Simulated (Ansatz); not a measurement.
**Run report: Al$_{2}$Cl$_{4}$F$_{2}$, single-point calculation**

- system: Al$_{2}$Cl$_{4}$F$_{2}$
- method: RKS PBE0-D4/def2-TZVPP (Ansatz 0.2.0)

The geometry comes from this level: PBE0-D4/def2-TZVP.

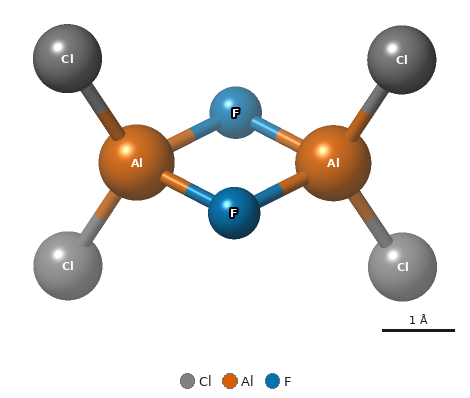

Fig. 1: The structure (ball-and-stick view, seen at a tilt). Sticks mark near contacts. Bond lengths as drawn: Al–Cl 2.07 Å and Al–F 1.81 Å.

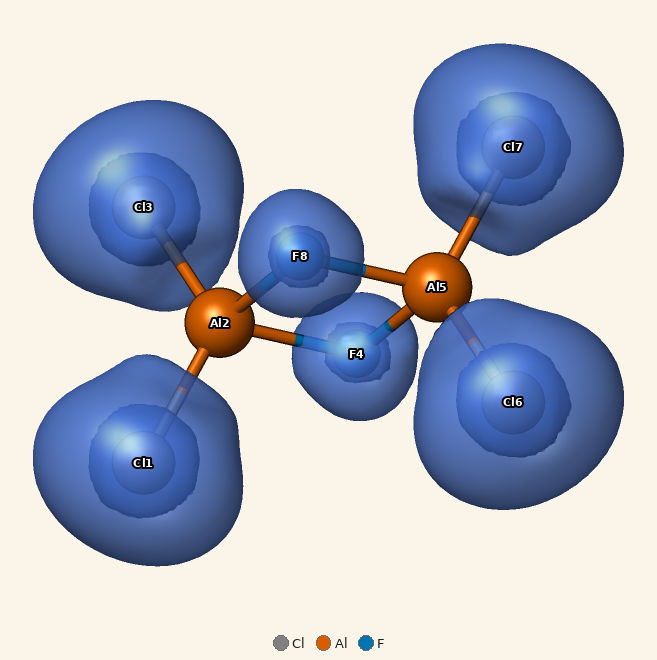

Fig. 2: Isosurface of the ELF at 0.75 (blue), seen at a tilt. Core shells and regions of very low density are left out. Values along the shortest contacts: Al–F (1.81 Å): the ELF peaks at about 0.85 in the valence shell of F, 0.6 Å from its nucleus, and is about 0.40 at the midpoint. Al–Cl (2.07 Å): the ELF peaks at about 0.85 in the valence shell of Cl, 0.9 Å from its nucleus, and is about 0.80 at the midpoint.

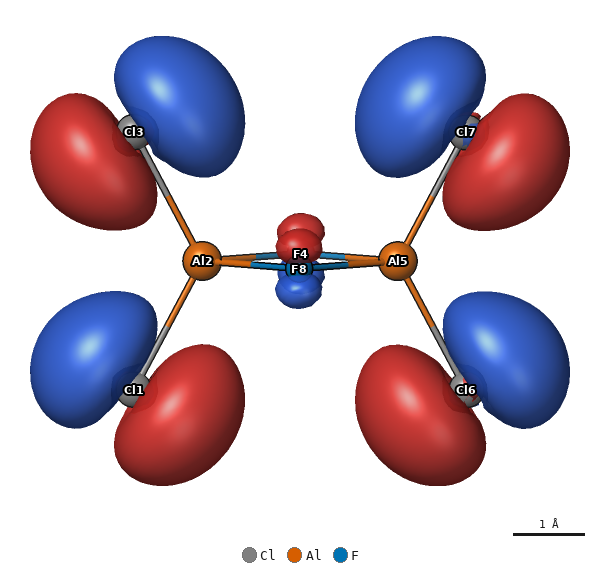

Fig. 3: The HOMO−1 at ±0.08 Å⁻³ᐟ² (blue and red are the two phases), seen at a tilt. Its energy is −9.69 eV.

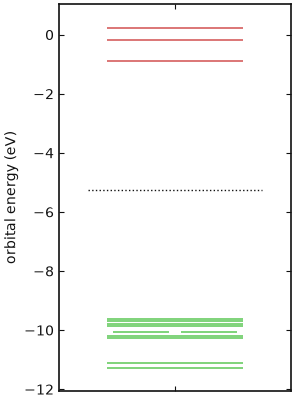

Fig. 4: Orbital energies near the frontier; the dotted line parts filled from empty levels, and levels within 0.02 eV of each other stand side by side. Highest filled −9.62 eV, lowest empty −0.90 eV, 8.72 eV apart.

These pictures come from the run below.

**Input file**
```yaml
crystal:
  periodic: [false, false, false]
  atoms:
    - {symbol: Cl, position_ang: [-0.879654, -2.300980, 1.667430]}
    - {symbol: Al, position_ang: [0.363236, -1.279100, 0.371672]}
    - {symbol: Cl, position_ang: [2.116507, -2.049389, -0.403424]}
    - {symbol: F, position_ang: [0.590867, 0.431967, 0.908402]}
    - {symbol: Al, position_ang: [-0.363447, 1.279092, -0.371513]}
    - {symbol: Cl, position_ang: [-2.116264, 2.051328, 0.402616]}
    - {symbol: Cl, position_ang: [0.880694, 2.299126, -1.667554]}
    - {symbol: F, position_ang: [-0.591940, -0.432045, -0.907618]}
basis:
  gaussian: {orbitals: def2-TZVPP}
hamiltonian: {xc: pbe0, dispersion: d4}
output: {orbitals: {seedname: orbitals}}
```

Run as:
```bash
ansatz run in.yaml --threads 4 --pin off --events-out ev --progress --plain --max-ram 11315MiB
```

**Log**
```
Functional definition: PBE0
  name "PBE0"
  cite "Adamo & Barone, J. Chem. Phys. 110, 6158 (1999) doi:10.1063/1.478522"
  cite "Perdew, Burke & Ernzerhof, Phys. Rev. Lett. 77, 3865 (1996) doi:10.1103/PhysRevLett.77.3865"
  parent pbe
  parameter a = 0.25
  parameter kappa = 0.804
  parameter beta = 0.06672455060314922
  exchange = (1 - a)*pbe_x(kappa = kappa, mu = beta*pi^2/3) + a*exact_x
  correlation = pbe_c(beta = beta)
2212 factors; their error is unknown
mean field evaluation 1: about -68705.3048 eV, gradient 4.6e1 eV
mean field evaluation 2: about -68703.7426 eV, gradient 6.0e1 eV
mean field evaluation 4: about -68708.4420 eV, gradient 1.1e0 eV
mean field evaluation 8: about -68708.4434 eV, gradient 6.9e-3 eV
mean field -68708.61064965 eV, -2524.9948690057 hartree, gradient 5.3e-5 eV, S^2 0.000000; 0 other end points of the search recorded, 0 dependent functions left out
reference -68708.61068684 eV, -2524.9948703722 hartree; 56, 56 occupied and 258, 258 virtual orbitals, 2212 factors
Total energy: -68708.92116926 eV, -2525.0062803907 hartree
```

**Results in brief**

- outcome: converged
- total energy: −68708.9212 eV
- mean-field energy: −68708.6107 eV
- dispersion energy: −0.3105 eV
- SCF solution under orbital rotations: stable
- HOMO: −9.62 eV
- LUMO: −0.90 eV
- hardware: 4 threads of Intel Xeon @ 2.50GHz, 15 GiB of memory available, shared host
- wall time: 8 s (CPU time 29 s)
- peak memory: 1.8 GiB
